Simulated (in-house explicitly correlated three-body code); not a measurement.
Two electrons around a point charge Z = 13.772. Computed variationally in 260 exponentially correlated functions with an in-house code, non-relativistic, converged to about 10⁻⁸ of the energy. Wanted, and plotted below: the bound S and P states that converged, by term and principal number n, on a logarithmic scale of binding.

The ground state is bound by 2351 eV. The n = 2 states drawn run, from the deepest, 2 ³S (576.0 eV), 2 ³P (562.6 eV), 2 ¹S (561.4 eV), 2 ¹P (552.0 eV). Exchange puts 2 ³S below 2 ¹S by 14.7 eV and 2 ³P below 2 ¹P by 10.6 eV. Quantum defects n − (Z − 1)/√(2 E(binding)): 2 ³S 0.037, 2 ³P 0.014, 2 ¹S 0.012, 2 ¹P −0.005.

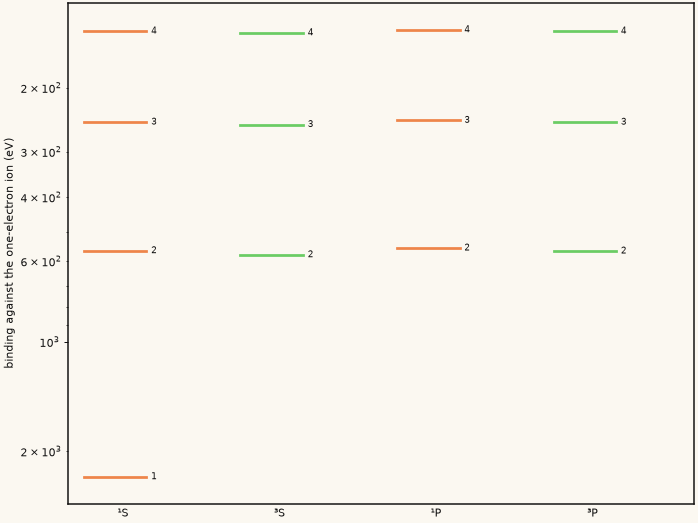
